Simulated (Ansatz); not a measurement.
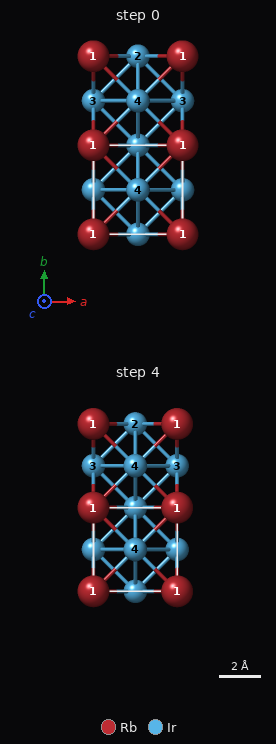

The structure of solid RbIr3 (a generated structure, set up in Pm-3m) (coarse preliminary run) before (top) and after (bottom) a relaxation, at one scale.

Style: ball-and-stick. Shown: the cell of the calculation, repeated 1 × 2 × 1 with one cell outlined, along the c axis.

These are results of DFT PBE, scalar-relativistic, plane waves, PAW in Ansatz 0.2.0, not measurements.

Input file:
```yaml
crystal:
  lattice:
    - [4.42168704, 0.0, 0.0]
    - [0.0, 4.42168704, 0.0]
    - [0.0, 0.0, 4.42168704]
  atoms:
    - { symbol: Rb, position: [0.0, 0.0, 0.0] }
    - { symbol: Ir, position: [0.5, 0.0, 0.5] }
    - { symbol: Ir, position: [0.0, 0.5, 0.5] }
    - { symbol: Ir, position: [0.5, 0.5, 0.0] }
basis:
  ecutwfc: 420
kpoints:
  mp_grid: { grid: [4, 4, 4] }
hamiltonian:
  xc: pbe
scf:
  occupations: { method: gaussian, width: 0.1 }
  lower_state_search: "off"
output:
  forces: true
  stress: true
  eigenvalues: true
relax:
  adjacent_minimum: "off"
  f_tol: 0.04
  max_steps: 70
  cell: { stress_tol: 0.4 }
```

Run as
```bash
ansatz run input.yaml --threads 1 --pin off --max-ram 2048MiB --backend cpu --events-out ev --progress --plain --runs-dir out
```

### What changed between the two?

No atom moves by more than 0.005 Å relative to the cell. The drawn cell changes as follows: a = b = c 4.422 → 4.156 Å (−6.0 %); the volume changes by −17.0 %. Some distances before and after: Rb1–Ir2 3.127 → 2.939 Å, Ir2–Ir3 3.127 → 2.939 Å. The space group stays Pm-3m (No. 221). After 3 accepted moves (4 points after the start) the energy has fallen by 219 meV per atom. All forces vanish by symmetry, so only the cell relaxes. The pressure goes from −15.60 to −0.20 GPa. At 1 point the geometry stayed and the basis and grid were re-selected for the new cell (energy shift of 1.2 meV per atom at most each time). Cost: 5 s on 1 thread of Intel(R) Xeon(R) 6975P-C (Granite Rapids), on a shared host, peak memory 0.38 GiB.
